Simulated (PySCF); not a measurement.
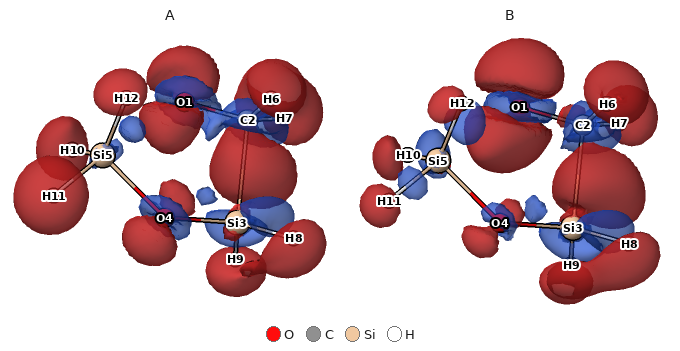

Figure 1: CH7O2Si2, doublet, SMILES `[O]C[SiH2]O[SiH3]`. The two Fukui functions at ±0.02 e/Å³ (red positive, blue negative).

PySCF calculation, B3LYP/def2-SVP, gas phase; geometry: GFN2-xTB. No frequency check shows the geometry to be a minimum. GFN2-xTB doesn't know the spin state, so this open-shell geometry is rough.

Question: Which panel is f⁻ (electron removed) and which f⁺ (electron added)?

Answer: A is f⁻, B is f⁺. f⁻ (Hirshfeld-condensed) is largest on O1 (0.14), Si3 (0.13) and C2 (0.13); the vertical ionisation energy is 9.18 eV (to the singlet cation, which needn't be its lowest state). f⁺ (Hirshfeld-condensed) is largest on O1 (0.25) and Si3 (0.19); the vertical electron affinity is 1.52 eV (to the singlet anion, which needn't be its lowest state; the anion's highest orbital has positive energy, so this value and f⁺ depend on the basis).

The PySCF run took 72 s on 1 thread of Arm Neoverse V2 (shared host), peak memory 0.56 GiB.
